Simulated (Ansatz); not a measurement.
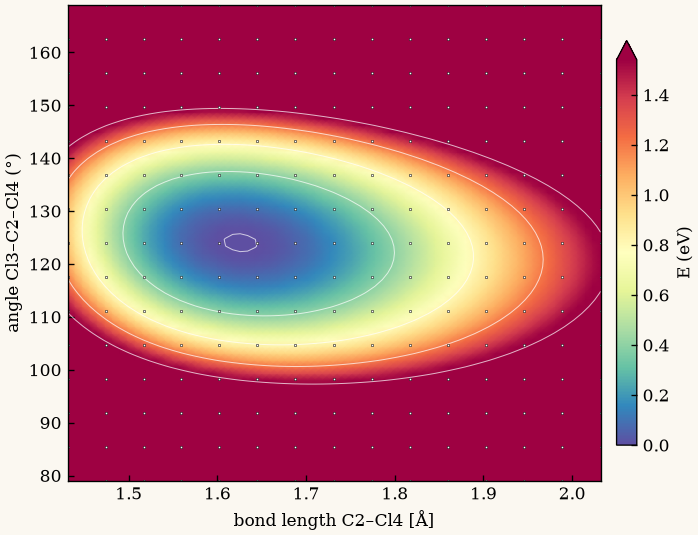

CCl2F, SMILES F[C+](Cl)Cl, charge +1. 
- Coordinates scanned: (1) bond length C2–Cl4; (2) angle Cl3–C2–Cl4.
- Nothing is relaxed (all other coordinates rigid).
- The scan uses a 15 × 15 grid.
- Points are written as (first, second).
- Energies: eV, counted from the lowest grid point.
- All numbers below come from Ansatz, RHF/def2-TZVP.

Drawn: a smooth colour map with a few white contour lines, dots at the grid points, one colour for all values above the top of the scale. Between grid points the surface is interpolated.

### Where is the minimum, and how stiff is the well along each coordinate?

The interpolated minimum is at bond length C2–Cl4 ≈ 1.626 Å, angle Cl3–C2–Cl4 ≈ 124.0°. The curvatures there are about 37 eV/Å² and 14 eV/rad², with a cross term of about 3 eV/(Å·rad). Round the minimum the two coordinates are weakly coupled (coupling 0.13 in units of the two stiffnesses).
